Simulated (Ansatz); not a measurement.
# [BH2F2]− (SMILES F[BH2-]F) at 6 levels

Aim: a comparison of 6 runs (UHF/STO-3G, PBE0/STO-3G, r2SCAN/STO-3G, RPA@PBE/STO-3G, CCSD(T)/STO-3G, UCCSD(T)/STO-3G) of [BH2F2]−. 

The results are computed with Ansatz 0.2.0.

2 further runs of the same task are left out: 1 that didn't finish, 1 set aside as unsound or not needed.

## Step 1: The molecule

The species is [BH2F2]− (5 atoms), meant as a singlet with charge -1. SMILES: `F[BH2-]F`. The H4–B2 distance was set to 3.064 Å, away from the relaxed value. At this shape a bond of the SMILES string is far longer than usual.

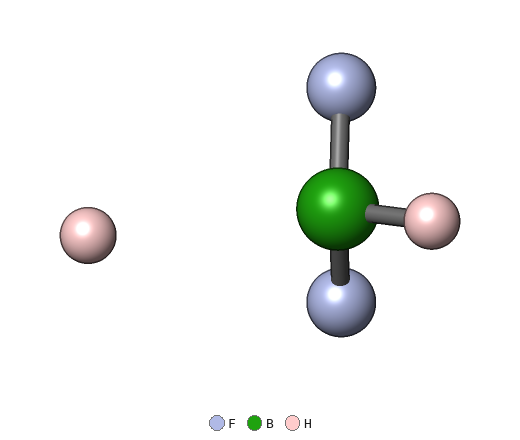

The structure, seen from a chosen angle (fluorine light blue, boron green, hydrogen pink).

## Step 2: The energy at UHF/STO-3G (run 1)

Input file in.yaml:

```yaml
basis:
  gaussian:
    orbitals: STO-3G
crystal:
  periodic: [false, false, false]
  atoms:
    - {symbol: F, position_ang: [-0.868747, 1.486049, 1.977486]}
    - {symbol: B, position_ang: [0.341753, 0.875819, 1.538216]}
    - {symbol: F, position_ang: [0.715803, -0.085781, 2.520976]}
    - {symbol: H, position_ang: [-0.171950, -0.560090, -1.118950]}
    - {symbol: H, position_ang: [1.216033, 1.730199, 1.459496]}
accuracy: high
magnetization:
  spin_polarized: true
  initial_magnetization: 0
hamiltonian:
  xc: hf
total_charge: -1
```

Command:

```bash
$ ansatz run in.yaml --threads 1 --pin off --max-ram 2610MiB --events-out events.jsonl --progress --plain --runs-dir runs
```

Output:

```text
Warning: RAYON_NUM_THREADS=1 ignored (pool sized by the plan → 1); use --threads N
Functional definition: HF
  name "HF"
  exchange = exact_x
  correlation = 0
297 factors; integrals over basis functions are off by at most 3.2e-8 eV
mean field evaluation 1: about -6018.4618 eV, gradient 1.5e1 eV
mean field evaluation 2: about -6018.5244 eV, gradient 1.5e1 eV
mean field evaluation 4: about -6021.3811 eV, gradient 1.5e0 eV
mean field evaluation 8: about -6021.4120 eV, gradient 2.3e-2 eV
mean field evaluation 16: about -6021.8241 eV, gradient 2.6e0 eV
mean field evaluation 32: about -6023.3188 eV, gradient 2.9e-4 eV
mean field evaluation 64: about -6021.4120 eV, gradient 8.0e-7 eV
mean field -6023.42371686 eV, -221.3567387714 hartree, gradient 2.7e-8 eV, S^2 0.949989; 3 other end points of the search recorded, 0 dependent functions left out
reference -6023.42371686 eV, -221.3567387714 hartree; 13, 13 occupied and 4, 4 virtual orbitals, 297 factors
Total energy: -6023.42371686 eV, -221.3567387714 hartree
```

Wall time 0.14 s (1 thread of Arm Neoverse V1, shared host).

## Step 3: A single-point energy at PBE0/STO-3G (run 2)

Input file job.yaml:

```yaml
crystal:
  periodic: [false, false, false]
  atoms:
    - {symbol: F, position_ang: [-0.868747, 1.486049, 1.977486]}
    - {symbol: B, position_ang: [0.341753, 0.875819, 1.538216]}
    - {symbol: F, position_ang: [0.715803, -0.085781, 2.520976]}
    - {symbol: H, position_ang: [-0.171950, -0.560090, -1.118950]}
    - {symbol: H, position_ang: [1.216033, 1.730199, 1.459496]}
basis:
  gaussian:
    orbitals: STO-3G
total_charge: -1
hamiltonian:
  xc: pbe0
accuracy: high
```

Command:

```bash
$ ansatz run job.yaml --threads 1 --pin off --max-ram 2610MiB --events-out events.jsonl --progress --plain --runs-dir runs
```

Output:

```text
Warning: RAYON_NUM_THREADS=1 ignored (pool sized by the plan → 1); use --threads N
Functional definition: PBE0
  name "PBE0"
  parameter a = 0.25
  parameter kappa = 0.804
  parameter beta = 0.06672455060314922
  exchange = (1 - a)*pbe_x(kappa = kappa, mu = beta*pi^2/3) + a*exact_x
  correlation = pbe_c(beta = beta)
297 factors; integrals over basis functions are off by at most 3.2e-8 eV
mean field evaluation 1: about -6039.5090 eV, gradient 1.7e1 eV
mean field evaluation 2: about -6020.6119 eV, gradient 2.1e1 eV
mean field evaluation 4: about -6041.4245 eV, gradient 9.6e0 eV
mean field evaluation 8: about -6043.1815 eV, gradient 3.7e0 eV
mean field evaluation 16: about -6043.2833 eV, gradient 5.5e-3 eV
mean field -6043.28334946 eV, -222.0865668082 hartree, gradient 1.4e-8 eV, S^2 0.000000; 0 other end points of the search recorded, 0 dependent functions left out
reference -6043.28335073 eV, -222.0865668546 hartree; 13, 13 occupied and 4, 4 virtual orbitals, 297 factors
Total energy: -6043.28335073 eV, -222.0865668546 hartree
```

It took 0.95 s on 1 thread of Arm Neoverse V1, shared host; peak memory 0.09 GiB.

Runs 3 to 5 aren't shown in full; the table further down has their settings and results.

## Step 4: The energy at UCCSD(T)/STO-3G (run 6)

Input file input.yaml:

```yaml
basis:
  gaussian:
    orbitals: STO-3G
crystal:
  periodic: [false, false, false]
  atoms:
    - {symbol: F, position_ang: [-0.868747, 1.486049, 1.977486]}
    - {symbol: B, position_ang: [0.341753, 0.875819, 1.538216]}
    - {symbol: F, position_ang: [0.715803, -0.085781, 2.520976]}
    - {symbol: H, position_ang: [-0.171950, -0.560090, -1.118950]}
    - {symbol: H, position_ang: [1.216033, 1.730199, 1.459496]}
total_charge: -1
magnetization:
  spin_polarized: true
correlation:
  method: ccsd_t
  frozen_orbitals: {B: 1, F: 1, H: 0}
accuracy: high
scf:
  omitted_lower_state_checks: [cluster_reference, increment]
```

Command:

```bash
$ ansatz run input.yaml --threads 1 --pin off --max-ram 2610MiB --events-out events.jsonl --progress --plain --runs-dir runs
```

Output:

```text
Warning: RAYON_NUM_THREADS=1 ignored (pool sized by the plan → 1); use --threads N
[... 13 lines left out ...]
3 core orbitals not correlated: weight in the atoms' cores, before any rotation towards them, 1.000 or more for the frozen orbitals, at most 0.000 for the correlated occupied ones
[... 34 lines left out ...]
Total energy: -6025.54378340 eV, -221.4346497796 hartree
Checks for a lower state left out: cluster_reference, increment
```

Wall time 0.32 s (1 thread of Arm Neoverse V1, shared host).

## Step 5: The series

```csv
run,level,frozen core orbitals,energy (Eh),wall time
1,UHF/STO-3G,–,-221.356739,0.14 s
2,PBE0/STO-3G,–,-222.086567,0.95 s
3,r2SCAN/STO-3G,–,-222.234266,2.5 s
4,RPA@PBE/STO-3G,3,-221.520591,1.5 s
5,CCSD(T)/STO-3G,3,-221.442488,0.16 s
6,UCCSD(T)/STO-3G,3,-221.434650,0.32 s
```

## Step 6: Results

| quantity | value |
| --- | --- |
| run 6: total energy | -221.43465 Eh |
| run 6: correlation energy (3 core orbitals frozen) | -77.9 mEh |
| run 6: (T) correction | -4.26 mEh |
| run 6: ⟨S²⟩ of the reference determinant | 0.950 |
| run 6: T1 diagnostic | 0.035 |

What this shows: Below the UHF energy at the same shape and in the same basis (STO-3G): CCSD(T) -85.7 mEh; UCCSD(T) -77.9 mEh. Some of these start from another determinant than that one, so these aren't their correlation energies. Totals of different functionals can't be ranked against each other. In run 5 the T1 diagnostic is large, so a single reference may not serve. In runs 4, 5 the log says that unrestricted orbitals would lower the reference, so the values rest on an unstable closed-shell determinant (other closed-shell runs at this shape may share the fault). In runs 1, 2, 3, 4, 5, 6 the basis is minimal, so the values are rough. Spin contamination of the reference: run 1 ⟨S²⟩ = 0.95, run 6 ⟨S²⟩ = 0.95. Where it is this large, the reference is a mixture of spin states, and values that rest on it are in doubt. All runs together took 5.5 s, the longest 2.5 s.
